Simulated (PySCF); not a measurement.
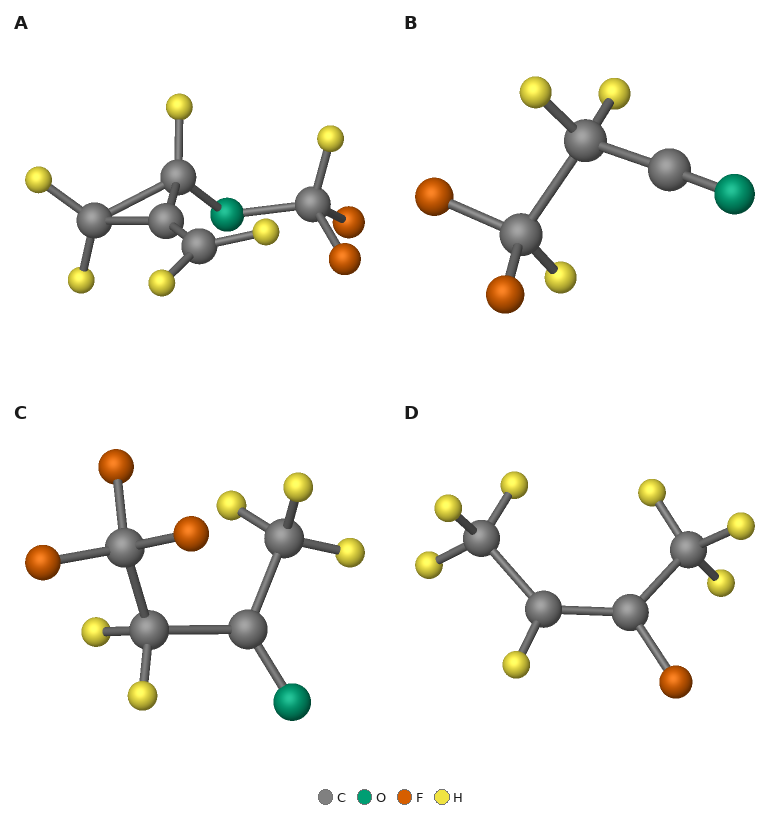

(Drawn from a calculation with PySCF.)

```xyz
9
charge 1, multiplicity 1
O     2.5106   -0.5633   -0.0469
C     1.5214   -0.0460   -0.0592
C     0.2502    0.5894   -0.0592
C    -0.9403   -0.4379   -0.0214
F    -0.6568   -1.3338    0.9239
F    -2.0108    0.2622    0.3012
H     0.2078    1.2024    0.8652
H     0.1976    1.2659   -0.9341
H    -1.0816   -0.9395   -0.9937
```

> Which panel shows the molecule in this file?

B. The file holds C3H3F2O(+), `[O+]#CCC(F)F`.
